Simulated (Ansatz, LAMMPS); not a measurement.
## Atom list for Amorphous carbon (220 atoms)

The starting structure: 220 atoms (220 C) placed at random at 2.92 g/cm³, melted at 6000 K for 10 ps at fixed volume with the Tersoff potential (Tersoff, Phys. Rev. B 39, 5566 (1989)). Quenched from 6000 K to 300 K at 100 K/ps and fixed volume, held 5 ps, then minimised at fixed cell.

Geometry: step 2 of a relaxation. Computed with Ansatz 0.2.0: Kohn-Sham DFT, PBE, PAW (set soft_2), plane waves; cutoff 420 eV, Γ point, gaussian smearing of 0.05 eV; density 2.92 g/cm³.

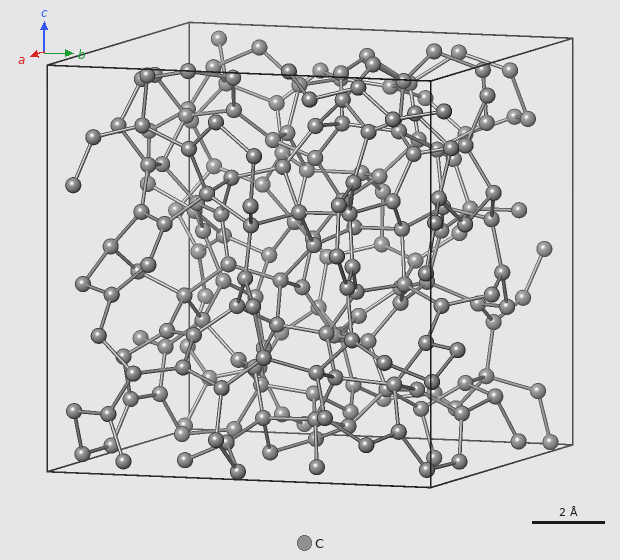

The structure (carbon grey). Some periodic images of atoms are drawn too.

Extended XYZ; positions in Å, forces in eV/Å:

```xyz
220
Lattice="11.455 0.000 0.000 0.000 11.455 0.000 0.000 0.000 11.455" Properties=species:S:1:pos:R:3:forces:R:3 pbc="T T T"
C 2.26 10.69 6.82 0.70 -0.12 -0.21
C 7.03 2.46 4.60 0.40 0.33 0.66
C 8.44 10.95 9.22 -1.32 -0.10 0.77
C 10.65 8.41 7.75 -0.85 0.27 -0.78
C 0.87 4.45 5.11 0.59 -1.47 0.27
C 7.57 6.91 3.76 -1.10 0.11 -0.89
C 8.12 0.90 9.44 0.37 -0.86 -0.90
C 0.59 5.97 5.50 0.07 0.11 -0.30
C 5.91 10.33 1.46 0.55 -0.55 -0.45
C 10.50 6.11 3.35 0.33 -1.55 -1.02
C 4.02 10.98 4.29 0.91 0.03 0.33
C 10.74 10.06 10.24 -0.40 0.41 0.13
C 10.69 5.87 4.80 -1.24 -0.90 0.56
C 10.65 8.00 1.74 -0.23 0.92 -1.06
C 6.13 11.36 7.74 0.36 -0.33 -0.32
C 0.65 0.98 7.51 -0.37 0.22 1.12
C 2.53 7.52 10.30 -0.06 -0.71 0.27
C 0.56 10.17 4.15 2.01 0.03 0.29
C 0.96 8.42 5.95 0.30 -1.29 -0.03
C 7.51 5.58 8.39 -1.39 -0.04 0.49
C 0.14 7.11 9.61 0.34 -0.44 0.27
C 5.99 1.19 10.66 -0.20 -0.79 0.14
C 8.55 6.98 0.09 0.39 -0.47 -0.07
C 7.72 2.83 11.01 -0.26 1.05 0.17
C 5.64 7.02 6.55 -0.88 0.41 -0.17
C 6.59 10.51 0.18 -0.20 0.25 0.59
C 4.88 4.31 8.82 1.34 -0.89 1.65
C 3.12 4.31 6.34 1.17 0.85 -0.75
C 5.46 1.32 2.94 -1.96 -1.62 0.69
C 8.69 10.67 7.82 -0.25 0.25 -0.74
C 3.48 3.52 2.79 -0.21 0.92 1.23
C 4.78 2.18 6.17 0.12 0.49 0.35
C 9.92 8.40 5.35 -0.82 -0.42 0.59
C 0.59 4.14 10.32 0.72 -0.28 0.18
C 11.23 2.49 2.84 0.83 0.28 -0.55
C 3.09 6.82 7.71 -0.29 -0.18 -0.35
C 7.02 3.77 5.52 1.64 0.18 -0.97
C 8.67 4.64 4.56 -1.31 -0.74 1.57
C 4.55 3.03 0.59 0.49 -1.37 -0.39
C 9.24 8.33 8.24 0.86 0.71 0.75
C 7.65 1.61 8.30 0.10 0.73 0.31
C 1.48 3.34 8.07 -0.04 -0.45 0.73
C 10.38 0.41 1.61 0.49 2.07 0.46
C 8.14 0.67 6.03 0.04 -0.97 0.13
C 3.63 8.45 4.86 -0.12 -0.14 0.49
C 8.55 8.53 9.60 -1.29 0.51 -1.02
C 4.83 10.82 6.84 0.41 -0.26 0.10
C 1.56 8.54 1.08 0.00 0.04 -0.72
C 9.16 3.93 7.75 -0.10 0.52 0.22
C 9.03 4.46 0.74 -0.28 -0.38 -0.27
C 5.29 7.31 3.31 1.36 -0.79 0.18
C 8.65 9.46 1.20 0.53 -0.12 -0.52
C 3.00 1.83 10.58 0.79 -0.27 0.06
C 10.81 5.94 9.06 -0.40 -0.30 -0.21
C 10.71 7.56 10.70 -0.40 0.58 -0.05
C 4.28 8.51 1.35 -0.11 0.16 -0.80
C 4.95 11.18 5.36 -1.62 -0.89 -1.01
C 3.44 8.80 6.29 -0.35 -0.65 0.36
C 5.63 5.87 0.54 -0.26 -0.46 0.12
C 2.07 9.16 6.78 0.17 0.12 -0.42
C 1.39 7.27 5.17 0.41 1.07 0.32
C 2.07 3.54 0.77 0.02 0.77 -0.38
C 7.04 6.38 9.53 0.55 -0.48 -0.14
C 1.09 0.89 3.89 0.31 -0.33 -0.48
C 6.89 10.09 4.59 0.04 0.11 0.05
C 10.78 5.83 7.64 0.77 0.00 -0.70
C 4.17 8.95 8.66 -0.11 0.46 -0.06
C 9.98 11.04 7.29 0.65 1.59 0.85
C 10.83 9.84 3.39 -0.93 -0.12 -0.27
C 10.33 2.61 5.81 -0.14 -1.39 0.15
C 1.66 5.14 10.24 -0.37 1.89 -0.56
C 0.18 9.78 9.20 -0.97 -0.31 0.13
C 7.11 4.59 2.67 -1.41 -1.11 -0.53
C 6.54 9.12 8.79 1.02 -0.27 -0.37
C 8.27 7.85 7.24 -0.42 0.23 -0.42
C 10.18 5.22 0.07 -0.54 -0.32 1.10
C 10.11 2.34 9.71 0.07 0.81 -1.53
C 2.97 7.95 8.78 -0.04 -0.06 -0.83
C 0.75 1.16 11.12 -0.58 -1.56 -0.09
C 7.58 1.06 1.68 0.19 0.24 0.13
C 3.45 4.21 8.86 -0.12 0.12 -0.09
C 6.99 8.66 7.49 -0.43 0.18 -0.08
C 11.37 2.25 0.37 0.55 0.08 -0.44
C 1.32 11.27 0.21 -0.07 0.53 0.74
C 10.27 3.62 2.95 -0.92 0.90 0.44
C 7.03 1.08 5.22 -0.73 -0.14 -1.24
C 3.57 1.49 6.58 0.14 0.26 -0.53
C 0.58 6.00 6.98 -1.30 -0.27 1.51
C 5.03 5.24 4.73 -0.08 0.14 1.01
C 6.02 11.14 10.46 0.50 -0.55 -0.76
C 7.90 9.05 2.44 -0.28 -0.14 -0.25
C 9.87 6.63 11.37 0.11 0.59 -0.36
C 6.68 3.78 10.75 -0.03 0.15 0.63
C 3.20 3.28 11.21 0.23 -0.04 0.56
C 8.87 11.30 3.59 -0.75 -0.07 -0.05
C 9.09 3.50 3.74 -0.29 -1.10 -1.07
C 2.18 5.33 3.09 0.65 -1.97 0.92
C 4.16 5.23 6.01 -0.90 -1.19 0.12
C 8.32 7.45 2.62 -0.71 0.46 0.07
C 10.26 11.41 10.47 1.84 1.32 0.78
C 1.13 3.03 9.42 0.16 -0.04 -0.39
C 11.22 1.45 3.86 0.25 -1.66 1.31
C 6.25 10.57 9.06 -0.29 0.54 1.29
C 5.40 1.91 9.47 -0.60 0.12 0.22
C 8.00 10.04 3.66 0.13 -0.22 0.15
C 3.33 6.05 1.07 -0.18 0.22 -0.75
C 4.58 9.27 7.10 0.14 0.08 0.10
C 5.13 5.66 8.39 0.27 -0.91 -0.40
C 1.44 6.54 10.05 0.39 -1.91 -0.07
C 3.53 6.62 11.14 1.44 -0.70 0.88
C 9.35 2.73 6.87 0.01 -0.91 -0.32
C 7.46 7.76 4.95 -0.76 -2.65 1.40
C 6.39 7.12 1.02 0.77 0.51 -0.10
C 8.30 1.11 2.96 -0.88 -0.34 0.15
C 10.99 8.48 6.35 -0.41 -0.29 1.09
C 10.25 1.48 4.92 -0.08 0.48 1.58
C 8.94 3.18 0.19 -0.34 1.14 -0.02
C 11.32 4.99 1.07 0.49 -0.30 -0.27
C 4.86 6.33 10.78 -2.13 0.43 0.32
C 7.83 6.67 1.35 -0.22 -0.24 -0.25
C 2.64 3.36 5.30 0.42 1.10 0.96
C 3.13 9.79 4.24 1.20 0.87 -2.58
C 6.62 7.94 11.28 -0.37 0.36 -1.08
C 2.68 7.30 4.54 -0.02 -1.26 -0.50
C 0.36 8.38 8.67 0.49 -0.11 0.03
C 6.15 1.47 8.17 0.50 -0.09 0.22
C 10.63 4.73 9.94 -0.73 0.03 -0.78
C 8.21 0.72 0.43 0.81 -0.31 0.92
C 0.21 3.23 5.97 0.24 0.59 -0.17
C 4.49 0.21 3.04 1.60 1.21 0.43
C 5.56 6.63 9.45 0.05 -0.43 0.40
C 1.75 0.60 2.53 0.19 1.18 -1.07
C 5.84 8.51 6.58 0.11 -0.22 0.32
C 2.01 9.61 2.07 -0.77 0.61 -0.23
C 0.19 10.68 5.51 -1.14 -0.23 -0.62
C 3.11 6.21 3.76 -0.48 1.80 0.10
C 7.94 10.04 0.07 -0.03 -0.70 0.45
C 5.87 2.41 7.08 -0.44 0.49 -1.53
C 7.74 5.08 1.32 -0.13 0.20 0.13
C 10.09 10.99 2.81 1.19 0.26 -0.50
C 1.94 5.86 7.65 0.49 1.33 -0.15
C 5.64 3.42 9.71 -0.11 1.43 -0.34
C 3.57 9.57 2.04 0.17 0.10 1.38
C 5.44 1.80 0.50 -0.76 1.61 0.79
C 7.56 1.38 10.71 0.20 0.34 -0.05
C 3.89 10.32 9.44 0.20 0.22 -0.16
C 2.93 4.38 10.17 -0.18 -0.53 -0.48
C 4.67 3.88 1.89 0.11 -0.84 0.08
C 0.85 6.12 1.18 -1.03 1.68 0.22
C 11.03 1.67 1.64 -1.41 -2.17 0.50
C 1.96 8.78 11.15 -0.81 0.66 0.91
C 3.53 0.07 7.28 -0.37 0.11 -0.38
C 10.32 0.96 9.34 -0.24 0.19 0.64
C 9.62 0.37 0.32 -0.24 1.56 -0.88
C 10.75 0.52 8.02 -0.12 -1.12 -0.87
C 3.63 0.15 8.79 -0.62 -0.21 0.50
C 5.41 8.27 9.28 0.22 0.37 0.13
C 5.58 7.95 2.02 -0.75 0.52 0.06
C 4.56 6.02 3.35 -0.35 0.03 -0.21
C 3.11 1.02 0.46 0.14 -0.53 0.67
C 9.91 3.66 9.08 0.12 -0.87 0.75
C 8.20 2.38 3.72 1.22 1.04 -0.26
C 2.30 2.95 2.08 -0.02 0.57 0.49
C 4.77 2.78 4.78 -1.31 -0.09 1.01
C 9.91 7.47 2.91 0.24 0.35 0.47
C 6.53 5.15 5.08 -1.28 0.40 -0.09
C 7.76 7.46 10.38 -0.36 0.42 0.66
C 4.45 10.79 1.81 0.36 -0.07 -0.42
C 5.94 3.67 2.71 1.42 1.04 -0.24
C 1.54 1.68 9.96 -0.80 -0.39 -0.44
C 6.27 11.36 4.89 1.60 0.48 0.22
C 5.48 8.43 10.71 0.11 -0.43 0.84
C 0.64 3.68 0.35 0.59 0.33 0.13
C 10.27 10.87 5.88 1.08 0.88 -0.53
C 1.82 9.76 3.58 -1.96 0.03 0.78
C 8.44 9.87 10.16 0.12 0.10 -0.23
C 3.95 1.43 9.48 -0.18 0.65 0.24
C 6.84 6.26 6.14 0.62 1.49 -1.82
C 10.68 4.92 2.47 -0.21 0.82 1.58
C 8.07 6.27 7.19 0.28 -0.73 0.44
C 3.89 10.21 10.92 0.48 0.92 -0.03
C 1.70 0.91 5.22 0.72 0.70 -0.76
C 1.13 3.16 2.96 -0.02 0.75 0.18
C 6.79 3.47 6.90 0.28 -0.55 0.59
C 5.79 2.54 3.78 -0.19 0.23 -0.73
C 1.16 0.04 6.29 -0.14 -0.53 0.58
C 1.78 8.56 8.12 -0.37 0.54 0.48
C 10.48 8.93 11.07 0.40 -0.17 -0.32
C 9.65 5.24 5.46 0.84 0.70 0.10
C 9.48 5.35 6.94 0.75 -0.44 0.09
C 4.58 5.41 1.69 -0.47 1.16 -0.37
C 1.45 10.95 1.65 0.14 0.15 -1.28
C 0.53 7.52 1.36 0.91 -1.71 -0.07
C 2.11 5.68 1.68 1.52 -0.38 -1.20
C 5.06 8.19 4.41 -0.25 -0.59 0.77
C 8.61 8.07 5.78 2.24 0.92 -0.58
C 9.33 0.28 5.08 -0.37 -0.19 -0.07
C 9.97 8.98 0.94 -0.81 -1.05 0.68
C 6.27 8.75 5.07 0.01 0.57 -0.22
C 10.08 2.48 11.12 -0.56 -1.13 0.86
C 1.37 10.62 9.29 -0.38 0.96 -0.45
C 2.50 1.53 1.76 -0.20 -1.84 -0.38
C 2.48 1.95 5.79 -0.15 -0.65 0.19
C 6.19 1.41 1.69 0.61 0.85 -1.26
C 3.62 3.32 4.22 0.30 -0.43 -1.05
C 2.46 4.42 7.72 0.38 0.41 -0.47
C 0.89 2.52 7.08 -0.36 -0.17 -0.19
C 3.88 11.27 0.50 -0.28 0.09 -0.52
C 4.43 8.96 11.46 -0.41 0.02 1.24
C 8.43 1.70 7.07 0.53 1.44 -0.10
C 7.57 11.04 6.99 0.44 -0.54 0.69
C 1.28 4.34 3.72 -0.65 -0.34 -0.92
C 10.16 8.62 3.90 -0.37 0.52 0.67
C 1.75 10.23 10.69 0.27 -0.61 0.41
C 6.68 4.89 0.23 0.06 -0.95 -1.76
C 1.44 0.59 8.86 0.59 -0.88 0.14
C 4.47 6.23 7.14 0.49 -0.40 0.41
C 7.63 4.09 8.04 0.22 -0.67 -0.54
C 6.42 9.18 2.14 0.61 1.12 -0.53
C 7.49 5.39 3.94 0.19 0.33 -0.54
```

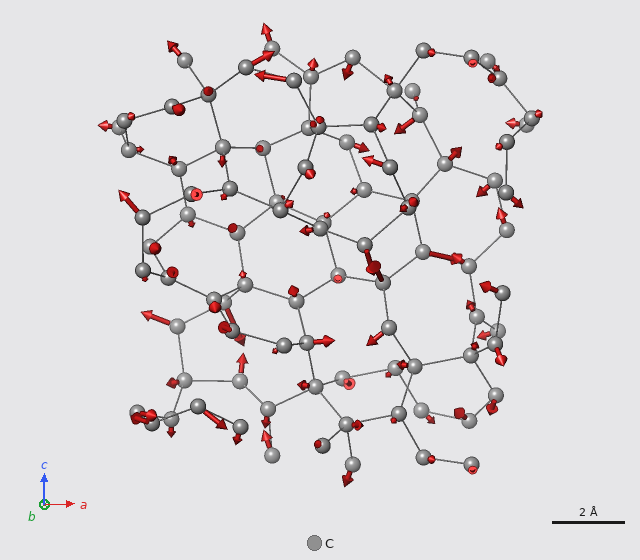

The forces as arrows, the longest 3.09 eV/Å. Drawn is a slice 4 Å thick, seen along the normal of the ac plane. Bonds to atoms that aren't drawn are left out.

The quench rate of 100 K/ps is many orders above laboratory rates, so the cell is likely richer in defects and strain than a real sample. The network of bonds at the start is that of the classical potential that made the cell. Only the Γ point is sampled, in a cell whose shortest periodic width is 11 Å.

The r.m.s. force component is 0.735 eV/Å; the longest force, 3.09 eV/Å, acts on C112. The energy lies 72.1 meV/atom below that of the first step of this run.

[Logs are printed without paths, hosts, clocks, repeated set-up lines and the standing remarks that a program may print on its own settings, such as how far it seeks lower states.]

[Hosts, paths, dates, database ids (printed as entryN), source tags and the programs' standing remarks are cut or masked in the printed files.]
